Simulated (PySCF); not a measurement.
C₄H₇Ga, SMILES C[C@@H]1C=[C]1[GaH2], singlet, geometry in Å:

```xyz
12

C     -1.5666     0.7191    -0.5634
C     -0.8317    -0.4828    -0.0160
C     -0.2289    -0.4971     1.3356
C      0.6480    -0.4248     0.3607
Ga     2.4898    -0.2238    -0.1881
H     -1.1608     1.6534    -0.1450
H     -1.4779     0.7726    -1.6611
H     -2.6418     0.6786    -0.3215
H     -1.2033    -1.4387    -0.4217
H     -0.4159    -0.4901     2.4087
H      2.8075     0.2452    -1.6497
H      3.6212    -0.5383     0.8523
```

Vertical TDDFT excitations, PBE0/def2-TZVPD with PySCF 2.14.0, at a PBE0-D3(BJ)/def2-SVP geometry (no frequency check), gas phase.

> Where does it absorb, and how strongly?

The lowest singlet lies at 4.04 eV (307 nm, f = 0.001); the brightest of the first 10 is S2 at 4.45 eV (279 nm), f = 0.117, mainly HOMO → LUMO (94 %). No singlet lies below 3.1 eV (beyond 400 nm), so at this level no vertical transition falls in the visible.


| state | E (eV) | λ (nm) | f | main character |
| --- | --- | --- | --- | --- |
| S1 | 4.04 | 307 | 0.001 | HOMO−1 → LUMO (95 %) |
| S2 | 4.45 | 279 | 0.117 | HOMO → LUMO (94 %) |
| S3 | 4.97 | 249 | 0.004 | HOMO−2 → LUMO (98 %) |
| S4 | 5.83 | 213 | 0.002 | HOMO−3 → LUMO (93 %) |
| S5 | 6.29 | 197 | 0.006 | HOMO−1 → LUMO+2 (61 %) |
| S6 | 6.64 | 187 | 0.037 | HOMO → LUMO+2 (53 %) |
| S7 | 6.67 | 186 | 0.029 | HOMO → LUMO+1 (54 %) |
| S8 | 6.82 | 182 | 0.021 | HOMO−1 → LUMO+1 (64 %) |
| S9 | 7.02 | 177 | 0.005 | HOMO → LUMO+3 (48 %) |
| S10 | 7.17 | 173 | 0.016 | HOMO−4 → LUMO (58 %) |

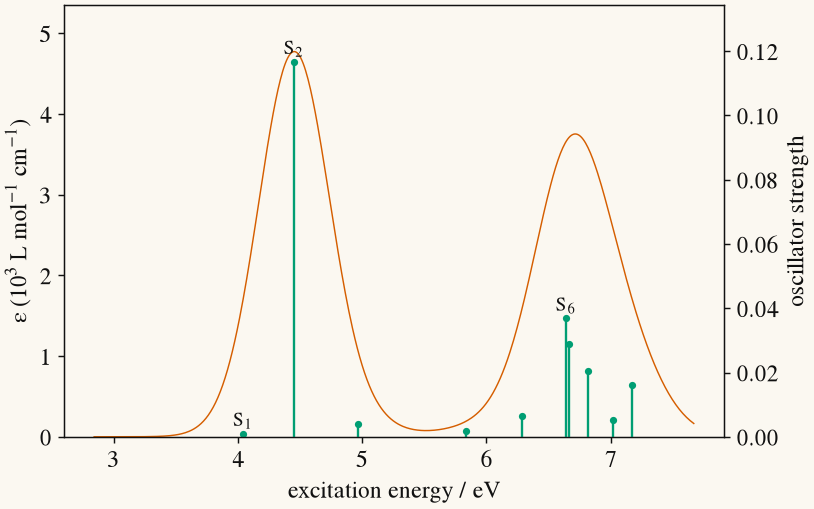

Only the first 10 singlet excitations are included; each is broadened by a Gaussian of 1/e half-width 0.40 eV. Sticks give oscillator strengths (right axis).

Known limits of this run: core orbitals are frozen in the response.
